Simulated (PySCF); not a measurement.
**Lu2S3: other functionals and bases at one geometry**

How far do other levels of theory move the description of Lu2S3, and what does each cost? The species was built from a template and needn't be a known compound.

Method: several levels, as the steps say, no spin–orbit coupling; program: PySCF 2.14.0.

2 further runs of the same task are left out: 1 for a known fault of the program, 1 that didn't finish.

## (1) The system as given

5 atoms, charge 0, spin multiplicity 1.

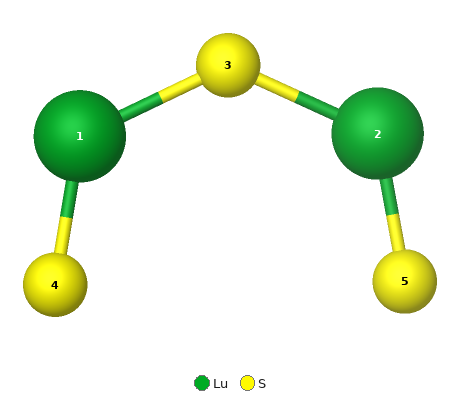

The geometry (lutetium green, sulfur yellow); atoms are numbered from 1 in the order of the file.

Geometry (Å):

```xyz
5
charge 0, multiplicity 1
Lu   -0.3541   -0.4782    2.2929
Lu   -0.3541   -0.4782   -2.2929
S    -0.9883   -1.3346    0.0000
S     0.9945    1.3430    2.6913
S     0.9945    1.3430   -2.6913
```

Formal oxidation states: Lu +3. Each metal's 14 4f electrons lie in its core potential, so multiplicities, spins and levels count the valence alone. An earlier session relaxed this geometry at B3LYP, Lu lcecp-1-SVP with ECP60, S def2-SVP (singlet, point group C2v).

At B3LYP on the finer grid: E = -1274.425771 Eh, HOMO -5.55 eV, LUMO -3.18 eV, Mulliken charge on Lu1 +0.58 e, largest force component 0.005 eV/Å. 

Levels to run: TPSS; BP86; PBE0; TPSSh; B3LYP, TZVP. Hardware: 2 threads of Arm Neoverse V1, shared host.

## (2) TPSS

File run.py (the lines that set the calculation):

```python
mol = gto.M(atom='''
Lu    -0.35409    -0.47817     2.29293
Lu    -0.35409    -0.47817    -2.29293
S     -0.98831    -1.33464     0.00000
S      0.99447     1.34296     2.69127
S      0.99447     1.34296    -2.69127''',
    basis={'Lu': 'lcecp-1-SVP', 'S': 'def2-SVP'},
    ecp={'Lu': 'lcecp-1-SVP'},
    charge=0, spin=0)
mf = dft.RKS(mol, xc='TPSS')
mf.grids.atom_grid = (75, 302)  # f atoms: unpruned, at least (60, 302)
mf = mf.density_fit()  # fitting sets: Lu AutoAux, S def2-universal-JKFIT
mf.conv_tol = 1e-08; mf.max_cycle = 55
mf.kernel(dm0)  # dm0: the density of the relaxed state
```

Run with:

```sh
$ OMP_NUM_THREADS=2 python run.py
```

Standard output:

```text
init E= -1274.41592657236
  HOMO = -0.177913804547563  LUMO = -0.122283698651012  gap/eV = 1.51377
cycle= 1 E= -1274.41634233946  delta_E= -0.000416  |g|= 0.0486  |ddm|= 0.241
  HOMO = -0.18369921421468  LUMO = -0.1169698453796  gap/eV = 1.81580
cycle= 2 E= -1274.40821520805  delta_E= 0.00813  |g|= 0.149  |ddm|= 0.298
  HOMO = -0.177002724844376  LUMO = -0.120511149153158  gap/eV = 1.53721
cycle= 3 E= -1274.41705152085  delta_E= -0.00884  |g|= 0.0192  |ddm|= 0.249
  HOMO = -0.177750256635949  LUMO = -0.120407718061554  gap/eV = 1.56037
cycle= 4 E= -1274.41719376309  delta_E= -0.000142  |g|= 0.00388  |ddm|= 0.0305
  HOMO = -0.177770529884355  LUMO = -0.120391892177582  gap/eV = 1.56135
cycle= 5 E= -1274.41719920147  delta_E= -5.44e-06  |g|= 0.000784  |ddm|= 0.00545
  HOMO = -0.177817531127788  LUMO = -0.120396382492458  gap/eV = 1.56251
cycle= 6 E= -1274.41719940372  delta_E= -2.02e-07  |g|= 0.000173  |ddm|= 0.001
  HOMO = -0.177816274071262  LUMO = -0.12038994525508  gap/eV = 1.56265
cycle= 7 E= -1274.41719941486  delta_E= -1.11e-08  |g|= 3.27e-05  |ddm|= 0.000245
  HOMO = -0.177816967765621  LUMO = -0.120389297449736  gap/eV = 1.56269
cycle= 8 E= -1274.41719941525  delta_E= -3.87e-10  |g|= 8.33e-06  |ddm|= 4.53e-05
  HOMO = -0.177818385687175  LUMO = -0.1203892112182  gap/eV = 1.56273
Extra cycle  E= -1274.41719941507  delta_E= 1.82e-10  |g|= 2.31e-05  |ddm|= 4.73e-05
converged SCF energy = -1274.41719941507
```

Wall time 12 s (2 threads of Arm Neoverse V1, shared host).

Result: E = -1274.417199 Eh, HOMO -4.84 eV, LUMO -3.28 eV, Mulliken charge on Lu1 +0.65 e, largest force component 0.062 eV/Å. 

## (3) BP86

run.py (the lines that set the calculation), as its differences from that of step 2:

```diff
@@ -9,3 +9,3 @@
     charge=0, spin=0)
-mf = dft.RKS(mol, xc='TPSS')
+mf = dft.RKS(mol, xc='B88,P86')
 mf.grids.atom_grid = (75, 302)  # f atoms: unpruned, at least (60, 302)
```

Run with:

```sh
$ OMP_NUM_THREADS=2 python run.py
```

Standard output:

```text
init E= -1274.58027592964
  HOMO = -0.177189899510924  LUMO = -0.134121952573302  gap/eV = 1.17194
cycle= 1 E= -1274.57209178897  delta_E= 0.00818  |g|= 0.164  |ddm|= 0.397
  HOMO = -0.202465352858654  LUMO = -0.11671871877649  gap/eV = 2.33328
cycle= 2 E= -1274.47500002961  delta_E= 0.0971  |g|= 0.504  |ddm|= 1.07
  HOMO = -0.178287180607706  LUMO = -0.128324547701996  gap/eV = 1.35955
cycle= 3 E= -1274.5820321843  delta_E= -0.107  |g|= 0.043  |ddm|= 0.845
  HOMO = -0.180038329503437  LUMO = -0.128858879991943  gap/eV = 1.39266
cycle= 4 E= -1274.58260605563  delta_E= -0.000574  |g|= 0.017  |ddm|= 0.0843
  HOMO = -0.179775618396771  LUMO = -0.129426309195188  gap/eV = 1.37007
cycle= 5 E= -1274.58269946596  delta_E= -9.34e-05  |g|= 0.00645  |ddm|= 0.0322
  HOMO = -0.179967704424565  LUMO = -0.129336507546795  gap/eV = 1.37775
cycle= 6 E= -1274.5827144454  delta_E= -1.5e-05  |g|= 0.00173  |ddm|= 0.00773
  HOMO = -0.179964926585894  LUMO = -0.129276224021963  gap/eV = 1.37931
cycle= 7 E= -1274.58271568013  delta_E= -1.23e-06  |g|= 0.000408  |ddm|= 0.0023
  HOMO = -0.179996555427453  LUMO = -0.129283535629749  gap/eV = 1.37997
cycle= 8 E= -1274.58271574505  delta_E= -6.49e-08  |g|= 4.97e-05  |ddm|= 0.000646
  HOMO = -0.179996762921765  LUMO = -0.129283335146559  gap/eV = 1.37998
cycle= 9 E= -1274.58271574544  delta_E= -3.88e-10  |g|= 3.58e-05  |ddm|= 0.000107
  HOMO = -0.179996425737893  LUMO = -0.12928284842033  gap/eV = 1.37999
Extra cycle  E= -1274.58271573877  delta_E= 6.67e-09  |g|= 0.000135  |ddm|= 0.000261
converged SCF energy = -1274.58271573877
```

Wall time 9.8 s (2 threads of Arm Neoverse V1, shared host).

It gives: E = -1274.582716 Eh, HOMO -4.90 eV, LUMO -3.52 eV, Mulliken charge on Lu1 +0.52 e, largest force component 0.095 eV/Å. 

## (4) PBE0

run.py (the lines that set the calculation), as its differences from that of step 3:

```diff
@@ -9,3 +9,3 @@
     charge=0, spin=0)
-mf = dft.RKS(mol, xc='B88,P86')
+mf = dft.RKS(mol, xc='PBE0')
 mf.grids.atom_grid = (75, 302)  # f atoms: unpruned, at least (60, 302)
```

Run with:

```sh
$ OMP_NUM_THREADS=2 python run.py
```

Standard output:

```text
init E= -1273.91215922239
  HOMO = -0.214646783227032  LUMO = -0.106104711144258  gap/eV = 2.95358
cycle= 1 E= -1273.91375718228  delta_E= -0.0016  |g|= 0.0169  |ddm|= 0.212
  HOMO = -0.211859841336887  LUMO = -0.107648487785297  gap/eV = 2.83574
cycle= 2 E= -1273.9136102581  delta_E= 0.000147  |g|= 0.0256  |ddm|= 0.0637
  HOMO = -0.213596861304702  LUMO = -0.106478491161387  gap/eV = 2.91484
cycle= 3 E= -1273.91384623958  delta_E= -0.000236  |g|= 0.00863  |ddm|= 0.0514
  HOMO = -0.212888544260851  LUMO = -0.106469884485891  gap/eV = 2.89580
cycle= 4 E= -1273.91387211262  delta_E= -2.59e-05  |g|= 0.00146  |ddm|= 0.0125
  HOMO = -0.212790207063317  LUMO = -0.106354310814856  gap/eV = 2.89627
cycle= 5 E= -1273.91387287083  delta_E= -7.58e-07  |g|= 0.000757  |ddm|= 0.0038
  HOMO = -0.212754146298374  LUMO = -0.106366856513804  gap/eV = 2.89495
cycle= 6 E= -1273.91387314235  delta_E= -2.72e-07  |g|= 0.000169  |ddm|= 0.00158
  HOMO = -0.21275761932176  LUMO = -0.10637236405741  gap/eV = 2.89489
cycle= 7 E= -1273.91387315722  delta_E= -1.49e-08  |g|= 3.52e-05  |ddm|= 0.000405
  HOMO = -0.212752105848041  LUMO = -0.106371446214812  gap/eV = 2.89477
cycle= 8 E= -1273.91387315944  delta_E= -2.22e-09  |g|= 1.32e-05  |ddm|= 0.000253
  HOMO = -0.212754612005768  LUMO = -0.106372284919462  gap/eV = 2.89481
Extra cycle  E= -1273.91387315949  delta_E= -5.5e-11  |g|= 1.2e-05  |ddm|= 4.31e-05
converged SCF energy = -1273.91387315949
```

Run time: 8.8 s. Hardware: 2 threads of Arm Neoverse V1, shared host.

Read off: E = -1273.913873 Eh, HOMO -5.79 eV, LUMO -2.89 eV, Mulliken charge on Lu1 +0.65 e, largest force component 0.299 eV/Å. 

## (5) TPSSh

run.py (the lines that set the calculation), as its differences from that of step 4:

```diff
@@ -9,3 +9,3 @@
     charge=0, spin=0)
-mf = dft.RKS(mol, xc='PBE0')
+mf = dft.RKS(mol, xc='TPSSH')
 mf.grids.atom_grid = (75, 302)  # f atoms: unpruned, at least (60, 302)
```

Run with:

```sh
$ OMP_NUM_THREADS=2 python run.py
```

Standard output:

```text
init E= -1274.38640130728
  HOMO = -0.193989851933682  LUMO = -0.112511051828967  gap/eV = 2.21715
cycle= 1 E= -1274.38782451574  delta_E= -0.00142  |g|= 0.0132  |ddm|= 0.27
  HOMO = -0.191164690138065  LUMO = -0.113394286449505  gap/eV = 2.11624
cycle= 2 E= -1274.38759072747  delta_E= 0.000234  |g|= 0.0269  |ddm|= 0.0594
  HOMO = -0.192666452646842  LUMO = -0.11247779906428  gap/eV = 2.18204
cycle= 3 E= -1274.38787112449  delta_E= -0.00028  |g|= 0.00751  |ddm|= 0.051
  HOMO = -0.192149416239074  LUMO = -0.112471360549023  gap/eV = 2.16815
cycle= 4 E= -1274.38788951114  delta_E= -1.84e-05  |g|= 0.00148  |ddm|= 0.0115
  HOMO = -0.192145150847767  LUMO = -0.112413005016107  gap/eV = 2.16962
cycle= 5 E= -1274.38789024213  delta_E= -7.31e-07  |g|= 0.000565  |ddm|= 0.00294
  HOMO = -0.1921608489122  LUMO = -0.112425596202579  gap/eV = 2.16971
cycle= 6 E= -1274.38789035278  delta_E= -1.11e-07  |g|= 0.000101  |ddm|= 0.000852
  HOMO = -0.192162207042021  LUMO = -0.112426928754944  gap/eV = 2.16971
cycle= 7 E= -1274.38789035601  delta_E= -3.23e-09  |g|= 1.98e-05  |ddm|= 0.000156
  HOMO = -0.192156446963667  LUMO = -0.112426634086148  gap/eV = 2.16956
Extra cycle  E= -1274.38789035553  delta_E= 4.73e-10  |g|= 4.15e-05  |ddm|= 8.71e-05
converged SCF energy = -1274.38789035553
```

It took 11 s on 2 threads of Arm Neoverse V1, shared host.

Read off: E = -1274.387890 Eh, HOMO -5.23 eV, LUMO -3.06 eV, Mulliken charge on Lu1 +0.68 e, largest force component 0.086 eV/Å. 

## (6) B3LYP, TZVP

Basis: Lu lcecp-1-TZVP with ECP60, S def2-TZVP. 

File run.py (the lines that set the calculation):

```python
mol = gto.M(atom='''
Lu    -0.35409    -0.47817     2.29293
Lu    -0.35409    -0.47817    -2.29293
S     -0.98831    -1.33464     0.00000
S      0.99447     1.34296     2.69127
S      0.99447     1.34296    -2.69127''',
    basis={'Lu': 'lcecp-1-TZVP', 'S': 'def2-TZVP'},
    ecp={'Lu': 'lcecp-1-TZVP'},
    charge=0, spin=0)
mf = dft.RKS(mol, xc='B3LYP')
mf.grids.atom_grid = (75, 302)  # f atoms: unpruned, at least (60, 302)
mf = mf.density_fit()  # fitting sets: Lu AutoAux, S def2-universal-JKFIT
mf.conv_tol = 1e-08; mf.max_cycle = 55
mf.kernel(dm0)  # dm0: free metal ions and neutral atoms
```

Run with:

```sh
$ OMP_NUM_THREADS=2 python run.py
```

Standard output:

```text
init E= -1302.67628897745
  HOMO = -0.138722474923464  LUMO = -0.129974359215297  gap/eV = 0.23805
cycle= 1 E= -1273.43527860934  delta_E= 29.2  |g|= 3.39  |ddm|= 3.28
  HOMO = -0.300904310491455  LUMO = -0.0686057615734052  gap/eV = 6.32117
cycle= 2 E= -1272.44008413152  delta_E= 0.995  |g|=  3.2  |ddm|= 4.74
  HOMO = -0.173955970882589  LUMO = -0.130748126204228  gap/eV = 1.17575
cycle= 3 E= -1274.4597551908  delta_E= -2.02  |g|= 1.05  |ddm|= 3.71
  HOMO = -0.2183748681955  LUMO = -0.0922486663279583  gap/eV = 3.43207
cycle= 4 E= -1274.69575211408  delta_E= -0.236  |g|= 0.557  |ddm|= 1.78
  HOMO = -0.198284833340888  LUMO = -0.122998161573974  gap/eV = 2.04865
cycle= 5 E= -1274.81071903643  delta_E= -0.115  |g|= 0.235  |ddm|= 0.919
  HOMO = -0.20621740968683  LUMO = -0.121638460660043  gap/eV = 2.30151
cycle= 6 E= -1274.82867216881  delta_E= -0.018  |g|= 0.0453  |ddm|= 0.256
  HOMO = -0.204458641790208  LUMO = -0.117391439543053  gap/eV = 2.36922
cycle= 7 E= -1274.82940698891  delta_E= -0.000735  |g|= 0.00917  |ddm|= 0.0613
  HOMO = -0.205635627238001  LUMO = -0.11798957381454  gap/eV = 2.38497
cycle= 8 E= -1274.82943183755  delta_E= -2.48e-05  |g|= 0.0042  |ddm|= 0.0138
  HOMO = -0.2053605378216  LUMO = -0.117995431849572  gap/eV = 2.37733
cycle= 9 E= -1274.82943716055  delta_E= -5.32e-06  |g|= 0.00103  |ddm|= 0.00417
  HOMO = -0.205318507263516  LUMO = -0.118009811922597  gap/eV = 2.37579
cycle= 10 E= -1274.82943767161  delta_E= -5.11e-07  |g|= 0.000308  |ddm|= 0.00164
  HOMO = -0.205301584410896  LUMO = -0.118016350430965  gap/eV = 2.37515
cycle= 11 E= -1274.82943775109  delta_E= -7.95e-08  |g|= 9.26e-05  |ddm|= 0.000899
  HOMO = -0.205299917848754  LUMO = -0.118016289151725  gap/eV = 2.37511
cycle= 12 E= -1274.82943776066  delta_E= -9.58e-09  |g|= 2.31e-05  |ddm|= 0.000391
  HOMO = -0.205299598114608  LUMO = -0.11801409759389  gap/eV = 2.37516
Extra cycle  E= -1274.82943776084  delta_E= -1.78e-10  |g|= 3.67e-05  |ddm|= 0.000106
converged SCF energy = -1274.82943776084
```

Run time: 23 s. Hardware: 2 threads of Arm Neoverse V1, shared host.

Result: E = -1274.829438 Eh, HOMO -5.59 eV, LUMO -3.21 eV, Mulliken charge on Lu1 +1.00 e, largest force component 0.024 eV/Å. 

## (7) Results

| level | state | HOMO (eV) | gap (eV) | charge on Lu1 (e) | dipole (D) | largest force (eV/Å) | basis functions | time |
| --- | --- | --- | --- | --- | --- | --- | --- | --- |
| B3LYP (relaxed here) | singlet | -5.55 | 2.37 | 0.58 | 11.39 | 0.00 | 120 | 26 s |
| TPSS | singlet | -4.84 | 1.56 | 0.65 | 11.36 | 0.06 | 120 | 12 s |
| BP86 | singlet | -4.90 | 1.38 | 0.52 | 10.68 | 0.09 | 120 | 9.8 s |
| PBE0 | singlet | -5.79 | 2.89 | 0.65 | 11.97 | 0.30 | 120 | 8.8 s |
| TPSSh | singlet | -5.23 | 2.17 | 0.68 | 11.81 | 0.09 | 120 | 11 s |
| B3LYP, TZVP | singlet | -5.59 | 2.38 | 1.00 | 12.02 | 0.02 | 205 | 23 s |

Times are on 2 threads of Arm Neoverse V1, shared host; the first row also made further properties.

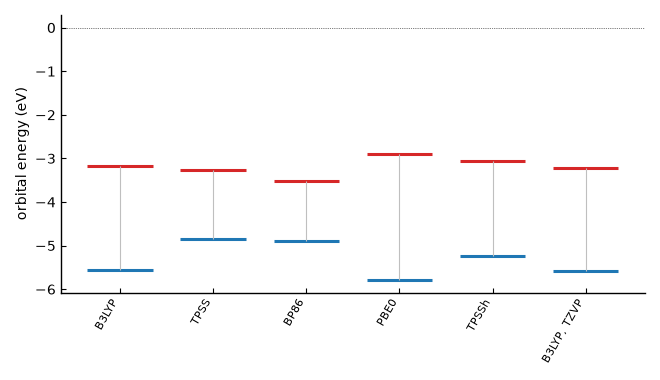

Highest filled and lowest empty level, method by method.

In one basis the HOMO–LUMO gap runs from 1.38 eV (BP86) to 2.89 eV (PBE0). The largest leftover force, 0.30 eV/Å with PBE0, stands at a geometry relaxed at another level. The Mulliken charge on Lu spans +0.52 to +1.00 e over the levels. With 4f in the core, its levels are missing from HOMO and gap. Total energies of different levels can't be compared. Spin–orbit coupling is left out throughout.
